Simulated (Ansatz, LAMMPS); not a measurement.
**Molecular dynamics of liquid hydrogen fluoride at 293 K (116 atoms)**

Aim: follow liquid hydrogen fluoride at 293 K (116 atoms) for a short time with forces from DFT, then look at structure and electrons in the last frame.

Program: Ansatz 0.2.0. Level of theory: Kohn-Sham DFT, PBE, PAW (set soft_2), plane waves. Results are calculated unless marked as measured.

## Step 1: Set-up

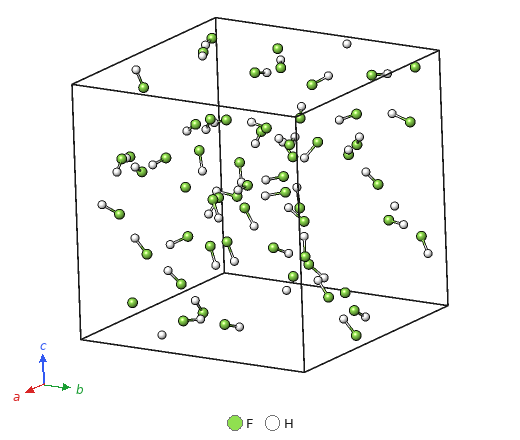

Start, viewed slightly off an axis; fluorine green, hydrogen white. Bonds to atoms that aren't drawn are left out. Some periodic images of atoms are drawn too.

The cell holds 116 atoms: 58 F and 58 H. Its edges and angles: a = 12.400 Å, b = 12.400 Å, c = 12.400 Å, α = 90.0°, β = 90.0°, γ = 90.0°. 58 hydrogen fluoride placed at random, at 1.01 g/cm³; overlaps pushed apart, then 10 ps at 393 K with a harmonic two-site HF with charges of 0.5 e and a 12-6 site on F. Snapshot after 20 ps at 293 K and fixed volume.

What the set-up can't give: The network of bonds at the start is that of the classical potential that made the cell, and needn't be the one that DFT or experiment would give. Sampling is at Γ alone, for a cell whose shortest periodic width is 12 Å.

## Step 2: Single point at the start

A single point comes first, to see the forces before anything moves.

Input file input.yaml:

```yaml
crystal:
  lattice:
    - [12.40002, 0.0, 0.0]
    - [0.0, 12.40002, 0.0]
    - [0.0, 0.0, 12.40002]
  atoms:
    - { symbol: F, position: [0.19821, 0.4045, 0.98218] }
    - { symbol: H, position: [0.13643, 0.36633, 0.01418] }
    - { symbol: F, position: [0.01854, 0.87081, 0.70759] }
    - { symbol: H, position: [0.04047, 0.80529, 0.73798] }
    [... 106 atom lines left out ...]
    - { symbol: F, position: [0.9135, 0.50547, 0.78311] }
    - { symbol: H, position: [0.93172, 0.52785, 0.71019] }
    - { symbol: F, position: [0.92534, 0.5664, 0.6019] }
    - { symbol: H, position: [0.95709, 0.6104, 0.54361] }
    - { symbol: F, position: [0.4945, 0.94001, 0.75184] }
    - { symbol: H, position: [0.54096, 0.98334, 0.79995] }
kpoints:
  mp_grid: { grid: [1, 1, 1] }
hamiltonian:
  xc: pbe
scf:
  occupations: { method: gaussian, width: 0.05 }
output:
  forces: true
```

Command:

```sh
ansatz run input.yaml --threads 4 --pin off --max-ram 8192MiB --backend cpu --events-out ev --progress --plain --runs-dir out
```

Elapsed: 11 s, on 4 threads of Arm Neoverse V2, shared host; peak memory 2.1 GiB; 41 s of CPU time.

The run gave:

| Property | Result |
| --- | --- |
| free energy | -47817.2741 eV |
| free energy per atom | -412.2179 eV/atom |
| SCF cycles | 9 |
| r.m.s. force component | 0.7668 eV/Å |
| longest force | 3.262 eV/Å |
| Fermi energy | -2.114 eV |

The r.m.s. force component of 0.77 eV/Å sets the starting point.

Length of the force by element:

| element | coordination | atoms | mean length of the force (eV/Å) | spread | least | most |
| --- | --- | --- | --- | --- | --- | --- |
| F | all | 58 | 1.28 | 0.648 | 0.240 | 3.26 |
| H | all | 58 | 1.00 | 0.678 | 0.115 | 2.95 |

## Step 3: Dynamics started at 293 K

A Langevin thermostat couples each atom to a heat bath, at the price of damped dynamics. The time step is 0.5 fs, short enough for the stretching of bonds to hydrogen.

Changes to input.yaml since step 2:

```diff
@@ -15 +15,8 @@
   forces: true
+md:
+  timestep: 0.5
+  n_steps: 240
+  ensemble: nvt_langevin
+  temperature: 293
+  initial_velocities: maxwell_boltzmann
+  seed: 7559
```

Elapsed: 32 min, on 4 threads; peak memory 2.3 GiB; 2.1 h of CPU time.

The program notes that it switched symmetry off.

Rows from the run:

| time (fs) | T (K) | potential (meV/atom) |
| --- | --- | --- |
| 0.0 | 290 | 0.0 |
| 8.0 | 380 | -15.7 |
| 16.0 | 367 | -15.1 |
| 24.0 | 424 | -26.7 |
| 32.0 | 388 | -25.6 |
| 40.0 | 394 | -26.5 |
| 48.0 | 420 | -33.4 |
| 56.0 | 378 | -31.8 |
| 64.0 | 375 | -33.4 |
| 72.0 | 357 | -33.3 |
| 80.0 | 317 | -28.3 |
| 88.0 | 341 | -31.7 |
| 96.0 | 332 | -29.1 |
| 104.0 | 345 | -31.8 |
| 112.0 | 345 | -34.3 |
| 120.0 | 342 | -31.4 |

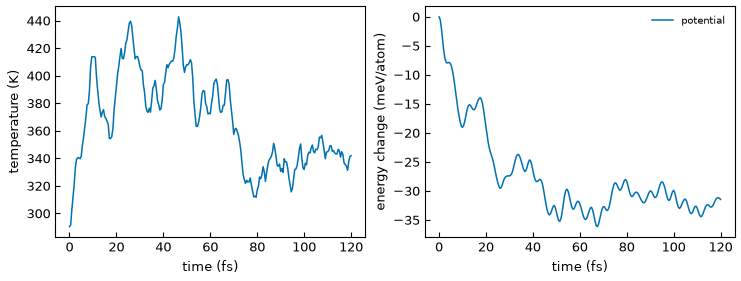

Temperature and energies against time.

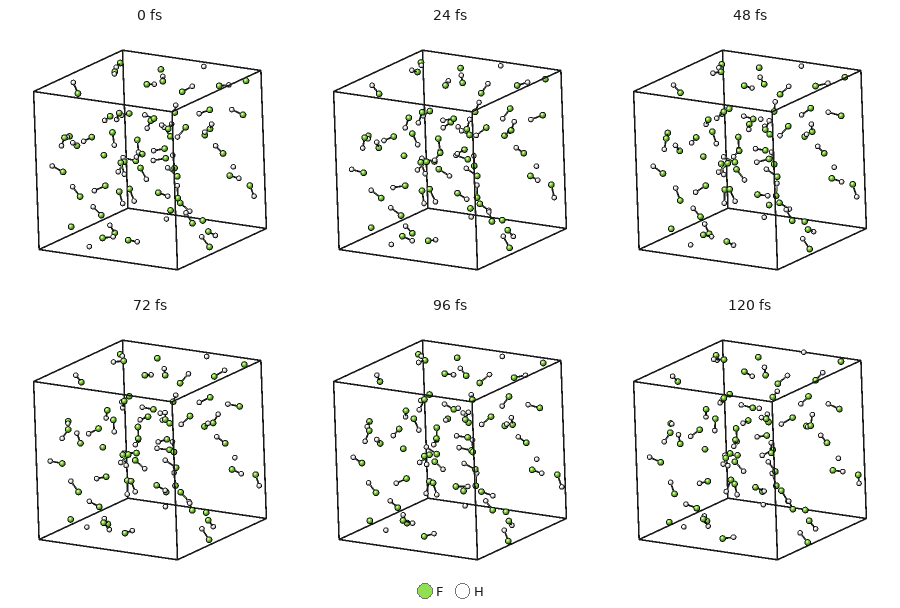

6 frames of the run. Bonds to atoms that aren't drawn are left out.

Mean square displacement from the first frame to the last: F 0.36 Å², H 0.24 Å².

The mean square displacement by time lag:

| time lag (fs) | F (Å²) | H (Å²) |
| --- | --- | --- |
| 0.5 | 1.3e-5 | 2.1e-4 |
| 7.5 | 0.00291 | 0.0334 |
| 12.5 | 0.00786 | 0.0741 |
| 20.0 | 0.0192 | 0.121 |
| 27.5 | 0.0344 | 0.128 |
| 32.5 | 0.0464 | 0.114 |
| 40.0 | 0.0669 | 0.0933 |
| 47.5 | 0.0900 | 0.0987 |
| 52.5 | 0.107 | 0.117 |
| 60.0 | 0.133 | 0.154 |

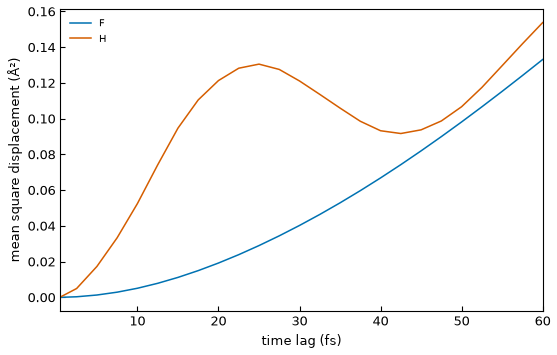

Mean square displacement, plotted against time lag.

The drift taken off is the plain mean over atoms, not the centre of mass, so with hydrogen in the cell the heavy atoms' values at short lags are too large.

Over the second half of 120 fs the temperature averages 345 K with swings of 21 K r.m.s. From first frame to last F has the largest mean square displacement, 0.36 Å² at the end; the farthest move is 1.16 Å. The mean temperature of 345 K lies well off the 293 K of the input, so the thermostat hasn't yet brought the run to equilibrium. The run spans 0.12 ps, too short for its means to be equilibrium values.

## Step 4: Local order late in the run

The g(r) is a mean over the second half.

Density 1.01 g/cm³, 16.44 Å³ an atom.

Mean of 14 frames. g(r), total and by pair (bins of 0.2 Å):

| r (Å) | total | F-F | F-H | H-H |
| --- | --- | --- | --- | --- |
| 0.80 | 0.01 | 0.00 | 0.02 | 0.00 |
| 1.00 | 7.01 | 0.00 | 14.02 | 0.00 |
| 1.20 | 0.00 | 0.00 | 0.00 | 0.00 |
| 1.40 | 0.57 | 0.00 | 1.13 | 0.00 |
| 1.60 | 1.48 | 0.00 | 2.94 | 0.01 |
| 1.80 | 0.46 | 0.00 | 0.85 | 0.16 |
| 2.00 | 0.24 | 0.00 | 0.10 | 0.75 |
| 2.20 | 0.46 | 0.02 | 0.06 | 1.69 |
| 2.40 | 0.97 | 1.77 | 0.13 | 1.87 |
| 2.60 | 0.94 | 2.33 | 0.36 | 0.71 |
| 2.80 | 0.71 | 1.03 | 0.67 | 0.46 |
| 3.00 | 0.91 | 0.85 | 1.03 | 0.72 |
| 3.20 | 1.14 | 0.93 | 1.42 | 0.78 |
| 3.40 | 1.10 | 1.12 | 1.23 | 0.82 |
| 3.60 | 0.99 | 0.89 | 1.13 | 0.79 |
| 3.80 | 1.08 | 0.99 | 1.11 | 1.09 |
| 4.00 | 1.02 | 0.84 | 1.02 | 1.18 |
| 4.20 | 1.03 | 0.68 | 1.04 | 1.35 |
| 4.40 | 1.02 | 0.92 | 0.98 | 1.21 |
| 4.60 | 1.02 | 1.16 | 0.89 | 1.16 |
| 4.80 | 1.03 | 1.36 | 0.90 | 0.96 |
| 5.00 | 0.93 | 1.01 | 0.93 | 0.85 |
| 5.20 | 0.93 | 0.97 | 0.99 | 0.77 |
| 5.40 | 0.95 | 0.92 | 1.02 | 0.83 |
| 5.60 | 0.95 | 0.86 | 1.01 | 0.94 |
| 5.80 | 0.95 | 0.92 | 0.96 | 0.96 |
| 6.00 | 0.99 | 0.95 | 0.98 | 1.03 |

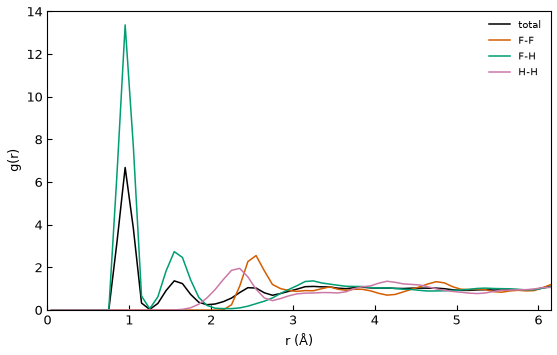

Pair distribution functions, lightly smoothed.

## Step 5: Single point at the last frame

The last frame is solved once more, with the analyses that the dynamics left out.

Input file input.yaml:

```yaml
crystal:
  lattice:
    - [12.40002, 0.0, 0.0]
    - [0.0, 12.40002, 0.0]
    - [0.0, 0.0, 12.40002]
  atoms:
    - { symbol: F, position: [0.18901, 0.38018, 0.99107] }
    - { symbol: H, position: [0.14117, 0.34788, 0.0407] }
    - { symbol: F, position: [0.0659, 0.87492, 0.69389] }
    - { symbol: H, position: [0.07817, 0.80407, 0.72035] }
    [... 106 atom lines left out ...]
    - { symbol: F, position: [0.8711, 0.50006, 0.79521] }
    - { symbol: H, position: [0.91263, 0.51985, 0.73351] }
    - { symbol: F, position: [0.92185, 0.59832, 0.57221] }
    - { symbol: H, position: [0.97547, 0.64737, 0.54405] }
    - { symbol: F, position: [0.50701, 0.95074, 0.71314] }
    - { symbol: H, position: [0.50724, 0.96648, 0.78584] }
kpoints:
  mp_grid: { grid: [1, 1, 1] }
hamiltonian:
  xc: pbe
scf:
  occupations: { method: gaussian, width: 0.05 }
output:
  forces: true
  stress: true
  populations: true
  dos:
    method: { smearing: { sigma: 0.15 } }
    de: 0.1
    projected: { site_lists: { F: [F], H: [H] } }
  eigenvalues: true
  write_density: true
  write_potential: true
  volumetric_format: npy
```

The job ended after 25 s (4 threads; peak memory 2.2 GiB).

The program notes that the exchange-correlation potential is rough where the density is thin.

Read from the output:

| Property | Result |
| --- | --- |
| free energy | -47820.9222 eV |
| free energy per atom | -412.2493 eV/atom |
| SCF cycles | 9 |
| pressure | 0.08532 GPa |
| r.m.s. force component | 0.5809 eV/Å |
| longest force | 2.345 eV/Å |
| Fermi energy | -2.517 eV |
| gap (highest filled to lowest empty level) | 6.787 eV |
| spilling of the projection | 0.006975 |

Length of the force by element:

| element | coordination | atoms | mean length of the force (eV/Å) | spread | least | most |
| --- | --- | --- | --- | --- | --- | --- |
| F | all | 58 | 0.888 | 0.547 | 0.0588 | 2.30 |
| H | all | 58 | 0.830 | 0.498 | 0.125 | 2.35 |

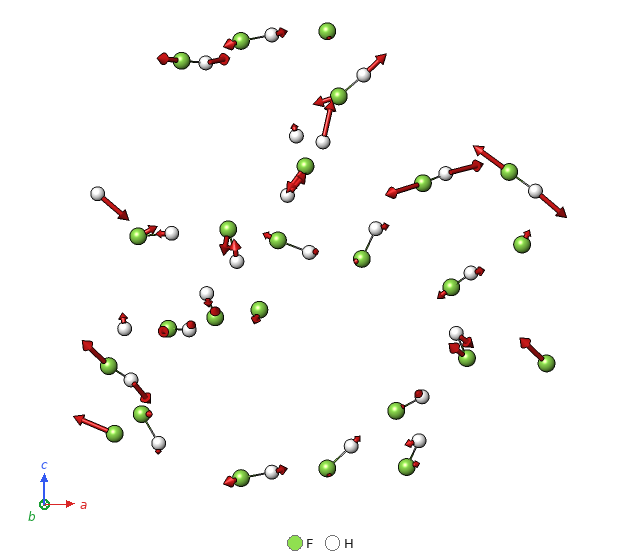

Forces as arrows; the longest in the cell is 2.35 eV/Å. Drawn is a slice 4 Å thick, seen along the normal of the ac plane. Bonds to atoms that aren't drawn are left out.

Löwdin charges by element (they lack the spilled electrons, 0.028 e an atom on average):

| element | coordination | atoms | mean charge (e) | spread | least | most |
| --- | --- | --- | --- | --- | --- | --- |
| F | all | 58 | -0.437 | 0.0208 | -0.483 | -0.393 |
| H | all | 58 | 0.493 | 0.0139 | 0.469 | 0.534 |

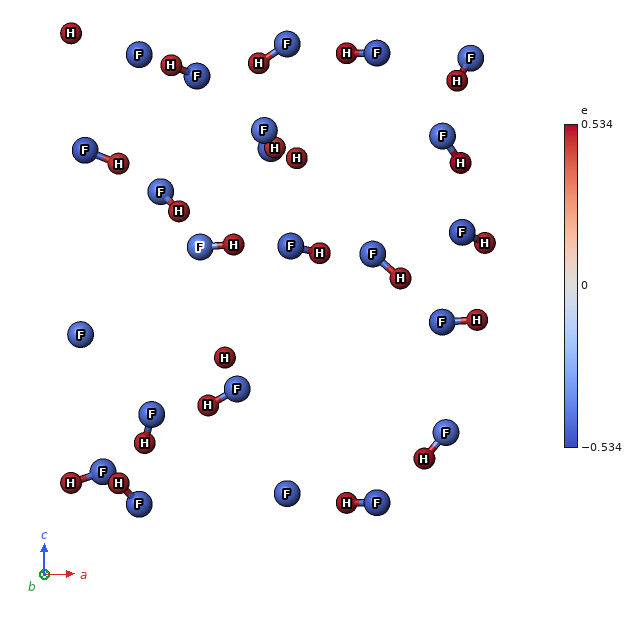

Atoms coloured by Löwdin charge. Drawn is a slice 4 Å thick, seen along the normal of the ac plane. Bonds to atoms that aren't drawn are left out.

Density of states as counts of states in windows of 1 eV (from the Fermi level), total and the larger projections:

| from (eV) | to (eV) | total | F p | H s |
| --- | --- | --- | --- | --- |
| -10 | -9 | 26.3 | 19.8 | 4.7 |
| -9 | -8 | 36.0 | 28.1 | 5.0 |
| -8 | -7 | 38.6 | 31.9 | 3.4 |
| -7 | -6 | 12.9 | 11.0 | 0.8 |
| -6 | -5 | 27.2 | 27.0 | 0.1 |
| -5 | -4 | 154.2 | 153.2 | 0.3 |
| -4 | -3 | 50.6 | 50.3 | 0.1 |
| -3 | 3 | 0.0 | 0.0 | 0.0 |
| 3 | 4 | 2.0 | 0.1 | 1.3 |
| 4 | 5 | 11.9 | 0.8 | 7.3 |

Between -26 and -10 eV lie 118 more states.

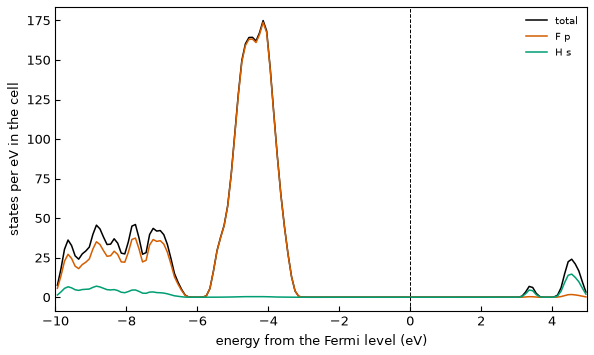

Total and projected density of states, with the broadening of the input.

The levels nearest the highest filled one (over half full), pooled over k-points and spins:

| level less the highest filled one (eV) | occupation |
| --- | --- |
| -0.256 | 2 |
| -0.228 | 2 |
| -0.162 | 2 |
| -0.149 | 2 |
| -0.0874 | 2 |
| 0 | 2 |
| 6.79 | 0 |
| 7.76 | 0 |
| 7.85 | 0 |
| 7.92 | 0 |
| 7.98 | 0 |
| 8.10 | 0 |

Mean Löwdin charges: F -0.44, H +0.49 e (they miss 0.70 % of the electrons, so they add up to more than the cell's charge). The largest share in the top eV of filled states is F p (100 % of the projected weight), and in the lowest eV of empty states H s (79 % of the projected weight).

## Step 6: What came out

| Quantity | Value |
| --- | --- |
| mean temperature, second half | 345.4 K |
| temperature swing, second half | 20.61 K |
| free energy per atom | -412.2493 eV/atom |
| pressure | 0.08532 GPa |
| r.m.s. force component | 0.5809 eV/Å |
| gap (highest filled to lowest empty level) | 6.787 eV |
| wall time of the 3 DFT runs | 32 min |

Over the second half of 120 fs the temperature averages 345 K with swings of 21 K r.m.s. The mean temperature of 345 K lies well off the 293 K of the input, so the thermostat hasn't yet brought the run to equilibrium. The run spans 0.12 ps, too short for its means to be equilibrium values. Between filled and empty levels lie 6.79 eV (at Γ alone); a semilocal functional tends to put such gaps too low. In a disordered cell it changes from sample to sample and from frame to frame.

Caveats: The pressure of a single frame lacks the kinetic term, about 0.29 GPa here.

[Logs are printed without paths, hosts, clocks, repeated set-up lines and the standing remarks that a program may print on its own settings, such as how far it seeks lower states.]

[Hosts, paths, dates, database ids (printed as entryN), source tags and the programs' standing remarks are cut or masked in the printed files.]
